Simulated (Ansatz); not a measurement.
# CH6SSi: taking an electron away

Aim: the vertical ionisation energy of CH6SSi, as cation minus neutral at the neutral's geometry, on several levels, and how well −ε(HOMO) stands in for it.

The runs use Ansatz 0.2.0, Gaussian basis; unrestricted cation, the program's frozen cores in correlated methods.

Levels to be run: UKS PBE-D4/def2-TZVPP; UKS r2SCAN-D4/def2-TZVPP; UKS PBE0-D4/def2-TZVPP; UKS B3LYP-D4/def2-TZVPP; UKS wB97X-V/def2-TZVPP; UKS wB97M-V/def2-TZVPP; UKS B2PLYP/def2-TZVPP; UHF-CCSD(T)/def2-TZVPP; UHF-MP2/def2-QZVPP; extrapolation to the limit; then −ε(HOMO) from the neutral's earlier runs with LDA (SPW92), PBE-D4, revPBE-D4, BLYP-D4, r2SCAN-D4, B97M-V, PBE0-D4, B3LYP-D4, r2SCANh-D4, r2SCAN0-D4, HSE06-D4, BHLYP-D4, CAM-B3LYP-D4, LC-ωPBE, ωB97X-V, ωB97M-V.

## (1) The relaxed structure

The geometry comes from an earlier relaxation with PBE0-D4 in a triple-zeta def2 set; it is a stationary point, not always the lowest conformer.

SMILES `CS[SiH3]`, 9 atoms, charge 0, spin multiplicity 1.

Atoms are counted from 1 here; the program's logs count them from 0.

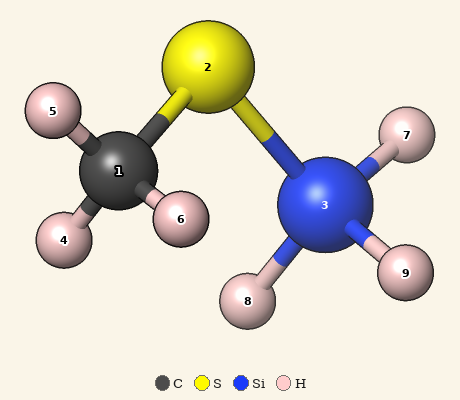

The geometry (carbon dark grey, sulfur yellow, silicon blue, hydrogen pink); atoms are numbered from 1 in the order of the file.

Coordinates:

```mol
CH6SSi
  3D, bonds by distance, orders not assigned

  9  8  0  0  0  0  0  0  0  0999 V2000
   -0.6893    1.0183   -0.8881 C   0  0
    1.0215    0.4291   -0.7303 S   0  0
    0.7486   -0.9866    0.8297 Si  0  0
   -1.3593    0.2069   -1.1723 H   0  0
   -0.6917    1.7699   -1.6769 H   0  0
   -1.0332    1.4783    0.0383 H   0  0
    2.0813   -1.5818    1.0927 H   0  0
   -0.2160   -2.0464    0.4288 H   0  0
    0.2269   -0.3339    2.0610 H   0  0
  1  2  8  0
  2  3  8  0
  1  4  8  0
  1  5  8  0
  1  6  8  0
  3  7  8  0
  3  8  8  0
  3  9  8  0
M  END
```

## (2) Cation, UKS PBE-D4/def2-TZVPP

Contents of in.yaml:

```yaml
crystal:
  periodic: [false, false, false]
  atoms:
    - {symbol: C, position_ang: [-0.689302, 1.018261, -0.888089]}
    - {symbol: S, position_ang: [1.021467, 0.429146, -0.730313]}
    - {symbol: Si, position_ang: [0.748583, -0.986597, 0.829700]}
    - {symbol: H, position_ang: [-1.359333, 0.206856, -1.172293]}
    - {symbol: H, position_ang: [-0.691676, 1.769919, -1.676857]}
    - {symbol: H, position_ang: [-1.033246, 1.478296, 0.038273]}
    - {symbol: H, position_ang: [2.081281, -1.581821, 1.092742]}
    - {symbol: H, position_ang: [-0.216046, -2.046390, 0.428823]}
    - {symbol: H, position_ang: [0.226870, -0.333868, 2.061015]}
basis:
  gaussian: {orbitals: def2-TZVPP}
total_charge: 1
magnetization: {spin_polarized: true, initial_magnetization: 1}
hamiltonian: {xc: pbe, dispersion: d4}
```

Started as:

```sh
$ ansatz run in.yaml --threads 4 --pin off --events-out ev --progress --plain --max-ram 10444MiB
```

Output:

```text
Functional definition: PBE
  name "PBE"
  cite "Perdew, Burke & Ernzerhof, Phys. Rev. Lett. 77, 3865 (1996) doi:10.1103/PhysRevLett.77.3865"
  parent pbe
  parameter kappa = 0.804
  parameter beta = 0.06672455060314922
  exchange = pbe_x(kappa = kappa, mu = beta*pi^2/3)
  correlation = pbe_c(beta = beta)
1106 factors; their error is unknown
mean field evaluation 1: about -19818.1183 eV, gradient 5.1e1 eV
mean field evaluation 2: about -19788.3952 eV, gradient 7.7e1 eV
mean field evaluation 4: about -19829.2679 eV, gradient 9.3e0 eV
mean field evaluation 8: about -19829.8787 eV, gradient 1.2e-1 eV
mean field evaluation 16: about -19829.8510 eV, gradient 3.3e-3 eV
mean field -19829.85103786 eV, -728.7335844856 hartree, gradient 2.9e-5 eV, S^2 0.753723; 1 other end points of the search recorded, 0 dependent functions left out
reference -19829.85108064 eV, -728.7335860578 hartree; 21, 20 occupied and 178, 179 virtual orbitals, 1106 factors
Total energy: -19829.99763618 eV, -728.7389718746 hartree
```

Wall time 2 s (4 threads of Arm Neoverse V2, shared host).

Less the neutral's -19839.0026 eV (earlier run), this gives 9.005 eV. ⟨S²⟩ = 0.754.

## (3) Cation, UKS r2SCAN-D4/def2-TZVPP

Changes to in.yaml since step 2:

```diff
@@ -16,2 +16,2 @@
 magnetization: {spin_polarized: true, initial_magnetization: 1}
-hamiltonian: {xc: pbe, dispersion: d4}
+hamiltonian: {xc: r2scan, dispersion: d4}
```

The command is unchanged.

Output:

```text
Functional definition: r2SCAN
  name "r2SCAN"
  cite "Furness, Kaplan, Ning, Perdew & Sun, J. Phys. Chem. Lett. 11, 8208 (2020) doi:10.1021/acs.jpclett.0c02405"
  cite "Furness, Kaplan, Ning, Perdew & Sun, J. Phys. Chem. Lett. 11, 9248 (2020) doi:10.1021/acs.jpclett.0c03077"
  parent r2scan
  parameter k0 = 0.174
  parameter k1 = 0.065
  parameter a1 = 4.9479
  exchange = r2scan_x(k0 = k0, k1 = k1, a1 = a1)
  correlation = r2scan_c
1106 factors; their error is unknown
mean field evaluation 1: about -19828.7305 eV, gradient 4.5e1 eV
mean field evaluation 2: about -19808.0761 eV, gradient 6.6e1 eV
mean field evaluation 4: about -19837.8892 eV, gradient 5.9e0 eV
mean field evaluation 8: about -19838.1540 eV, gradient 9.2e-2 eV
mean field evaluation 16: about -19838.1240 eV, gradient 2.7e-4 eV
mean field -19838.12396994 eV, -729.0376091319 hartree, gradient 5.4e-5 eV, S^2 0.758133; 0 other end points of the search recorded, 0 dependent functions left out
reference -19838.12398461 eV, -729.0376096709 hartree; 21, 20 occupied and 178, 179 virtual orbitals, 1106 factors
Total energy: -19838.15755275 eV, -729.0388432775 hartree
```

Wall time 3.4 s (4 threads of Arm Neoverse V2, shared host).

Less the neutral's -19847.2015 eV (earlier run), this gives 9.044 eV. ⟨S²⟩ = 0.758.

## (4) Cation, UKS PBE0-D4/def2-TZVPP

Changes to in.yaml since step 3:

```diff
@@ -16,2 +16,2 @@
 magnetization: {spin_polarized: true, initial_magnetization: 1}
-hamiltonian: {xc: r2scan, dispersion: d4}
+hamiltonian: {xc: pbe0, dispersion: d4}
```

Launched as before.

Output:

```text
Functional definition: PBE0
  name "PBE0"
  cite "Adamo & Barone, J. Chem. Phys. 110, 6158 (1999) doi:10.1063/1.478522"
  cite "Perdew, Burke & Ernzerhof, Phys. Rev. Lett. 77, 3865 (1996) doi:10.1103/PhysRevLett.77.3865"
  parent pbe
  parameter a = 0.25
  parameter kappa = 0.804
  parameter beta = 0.06672455060314922
  exchange = (1 - a)*pbe_x(kappa = kappa, mu = beta*pi^2/3) + a*exact_x
  correlation = pbe_c(beta = beta)
1140 factors; their error is unknown
mean field evaluation 1: about -19824.6729 eV, gradient 3.9e1 eV
mean field evaluation 2: about -19818.3750 eV, gradient 4.8e1 eV
mean field evaluation 4: about -19831.6773 eV, gradient 2.5e0 eV
mean field evaluation 8: about -19831.7209 eV, gradient 1.0e-1 eV
mean field evaluation 16: about -19831.7403 eV, gradient 1.3e-4 eV
mean field -19831.74030158 eV, -728.8030136466 hartree, gradient 3.9e-5 eV, S^2 0.756135; 0 other end points of the search recorded, 0 dependent functions left out
reference -19831.74033386 eV, -728.8030148329 hartree; 21, 20 occupied and 178, 179 virtual orbitals, 1140 factors
Total energy: -19831.86333745 eV, -728.8075351316 hartree
```

It took 2.4 s on 4 threads of Arm Neoverse V2, shared host; peak memory 0.53 GiB.

The neutral molecule at this level: -19840.9818 eV. Difference: 9.118 eV. ⟨S²⟩ = 0.756.

## (5) Cation, UKS B3LYP-D4/def2-TZVPP

Changes to in.yaml since step 4:

```diff
@@ -16,2 +16,2 @@
 magnetization: {spin_polarized: true, initial_magnetization: 1}
-hamiltonian: {xc: pbe0, dispersion: d4}
+hamiltonian: {xc: {name: B3LYP}, dispersion: d4}
```

Same command.

Output:

```text
Functional definition: B3LYP
  name "B3LYP"
  cite "Stephens, Devlin, Chabalowski & Frisch, J. Phys. Chem. 98, 11623 (1994) doi:10.1021/j100096a001"
  cite "Becke, Phys. Rev. A 38, 3098 (1988) doi:10.1103/PhysRevA.38.3098"
  cite "Lee, Yang & Parr, Phys. Rev. B 37, 785 (1988) doi:10.1103/PhysRevB.37.785"
  cite "Vosko, Wilk & Nusair, Can. J. Phys. 58, 1200 (1980) doi:10.1139/p80-159"
  parameter a0 = 0.2
  parameter ax = 0.72
  parameter ac = 0.81
  exchange = (1 - a0 - ax)*slater_x + ax*b88_x + a0*exact_x
  correlation = (1 - ac)*vwn_rpa_c + ac*lyp_c
1121 factors; their error is unknown
mean field evaluation 1: about -19833.0086 eV, gradient 4.3e1 eV
mean field evaluation 2: about -19821.4539 eV, gradient 5.7e1 eV
mean field evaluation 4: about -19841.4313 eV, gradient 3.6e0 eV
mean field evaluation 8: about -19841.5131 eV, gradient 1.2e-1 eV
mean field evaluation 16: about -19841.5219 eV, gradient 2.3e-4 eV
mean field -19841.52186573 eV, -729.1624794991 hartree, gradient 7.6e-5 eV, S^2 0.754840; 0 other end points of the search recorded, 0 dependent functions left out
reference -19841.52213259 eV, -729.1624893060 hartree; 21, 20 occupied and 178, 179 virtual orbitals, 1121 factors
Total energy: -19841.76138270 eV, -729.1712815854 hartree
```

It took 2.3 s on 4 threads of Arm Neoverse V2, shared host; peak memory 0.52 GiB.

Less the neutral's -19850.9351 eV (earlier run), this gives 9.174 eV. ⟨S²⟩ = 0.755.

## (6) Cation, UKS wB97X-V/def2-TZVPP

Changes to in.yaml since step 5:

```diff
@@ -16,2 +16,2 @@
 magnetization: {spin_polarized: true, initial_magnetization: 1}
-hamiltonian: {xc: {name: B3LYP}, dispersion: d4}
+hamiltonian: {xc: {name: wB97X-V}}
```

Same command.

Output:

```text
Functional definition: wB97X-V
  name "wB97X-V"
  cite "Mardirossian & Head-Gordon, Phys. Chem. Chem. Phys. 16, 9904 (2014) doi:10.1039/C3CP54374A"
  cite "Becke, J. Chem. Phys. 107, 8554 (1997) doi:10.1063/1.475007"
  cite "Vydrov & Van Voorhis, J. Chem. Phys. 133, 244103 (2010) doi:10.1063/1.3521275"
  parameter omega = 0.3/bohr
  parameter cx = 0.167
  parameter cx1 = 0.603
  parameter cx2 = 1.194
  parameter css0 = 0.556
  parameter css1 = -0.257
  parameter cos0 = 1.219
  parameter cos1 = -1.850
  parameter b = 6.0
  parameter c = 0.01
  exchange = spin_sum(e_x_unif_sr(omega)*poly(b97_u_x, 1 - cx, cx1, cx2)) + cx*exact_x_sr(omega) + exact_x_lr(omega)
  correlation = spin_sum(e_c_pw_same_spin*poly(b97_u_same, css0, css1))
      + integral(e_c_pw_opposite_spin*poly(b97_u_opposite, cos0, cos1)) + vv10(b, c)
1116 factors; their error is unknown
262 factors; integrals over basis functions are off by at most 9.5e-6 eV
mean field evaluation 1: about -19833.4199 eV, gradient 2.7e1 eV
mean field evaluation 2: about -19834.9565 eV, gradient 2.0e1 eV
mean field evaluation 4: about -19836.9515 eV, gradient 9.2e-1 eV
mean field evaluation 8: about -19836.9879 eV, gradient 7.3e-2 eV
mean field evaluation 16: about -19836.9904 eV, gradient 1.3e-4 eV
mean field -19836.99041040 eV, -728.9959515870 hartree, gradient 5.2e-5 eV, S^2 0.754903; 0 other end points of the search recorded, 0 dependent functions left out
reference -19836.99040842 eV, -728.9959515142 hartree; 21, 20 occupied and 178, 179 virtual orbitals, 1116 factors
Total energy: -19836.99040842 eV, -728.9959515142 hartree
```

It took 6 s on 4 threads of Arm Neoverse V2, shared host; peak memory 0.71 GiB.

Less the neutral's -19846.2123 eV (earlier run), this gives 9.222 eV. ⟨S²⟩ = 0.755.

## (7) Cation, UKS wB97M-V/def2-TZVPP

Changes to in.yaml since step 6:

```diff
@@ -16,2 +16,2 @@
 magnetization: {spin_polarized: true, initial_magnetization: 1}
-hamiltonian: {xc: {name: wB97X-V}}
+hamiltonian: {xc: {name: wB97M-V}}
```

The command is unchanged.

Output:

```text
Functional definition: wB97M-V
  name "wB97M-V"
  cite "Mardirossian & Head-Gordon, J. Chem. Phys. 144, 214110 (2016) doi:10.1063/1.4952647"
  cite "Becke, J. Chem. Phys. 107, 8554 (1997) doi:10.1063/1.475007"
  cite "Vydrov & Van Voorhis, J. Chem. Phys. 133, 244103 (2010) doi:10.1063/1.3521275"
  # Of w^i u^j: cxij and so on, Table III.
  parameter omega = 0.3/bohr
  parameter cx = 0.15
  parameter cx01 = 1.007
  parameter cx10 = 0.259
  parameter css00 = 0.443
  parameter css04 = -1.437
  parameter css10 = -4.535
  parameter css20 = -3.390
  parameter css43 = 4.278
  parameter cos00 = 1.000
  parameter cos10 = 1.358
  parameter cos20 = 2.924
  parameter cos21 = -8.812
  parameter cos60 = -1.390
  parameter cos61 = 9.142
  parameter b = 6.0
  parameter c = 0.01
  gx(w, u) = 1 - cx + cx01*u + cx10*w
  gss(w, u) = css00 + css04*u^4 + css10*w + css20*w^2 + css43*w^4*u^3
  gos(w, u) = cos00 + cos10*w + (cos20 + cos21*u)*w^2 + (cos60 + cos61*u)*w^6
  exchange = spin_sum(e_x_unif_sr(omega)*gx(b97_w, b97_u_x)) + cx*exact_x_sr(omega) + exact_x_lr(omega)
  correlation = spin_sum(e_c_pw_mod_same_spin*gss(b97_w, b97_u_same))
      + integral(e_c_pw_mod_opposite_spin*gos(b97_w_opposite, b97_u_opposite)) + vv10(b, c)
1116 factors; their error is unknown
262 factors; integrals over basis functions are off by at most 9.5e-6 eV
mean field evaluation 1: about -19834.0254 eV, gradient 2.9e1 eV
mean field evaluation 2: about -19835.4414 eV, gradient 2.3e1 eV
mean field evaluation 4: about -19837.9487 eV, gradient 8.9e-1 eV
mean field evaluation 8: about -19837.9854 eV, gradient 7.2e-2 eV
mean field evaluation 16: about -19837.9841 eV, gradient 3.8e-4 eV
mean field -19837.98413342 eV, -729.0324702344 hartree, gradient 5.2e-5 eV, S^2 0.753449; 0 other end points of the search recorded, 0 dependent functions left out
reference -19837.98418261 eV, -729.0324720423 hartree; 21, 20 occupied and 178, 179 virtual orbitals, 1116 factors
Total energy: -19837.98418261 eV, -729.0324720423 hartree
```

It took 7 s on 4 threads of Arm Neoverse V2, shared host; peak memory 0.75 GiB.

Less the neutral's -19847.2035 eV (earlier run), this gives 9.219 eV. ⟨S²⟩ = 0.753.

[end of part 1 of 2]
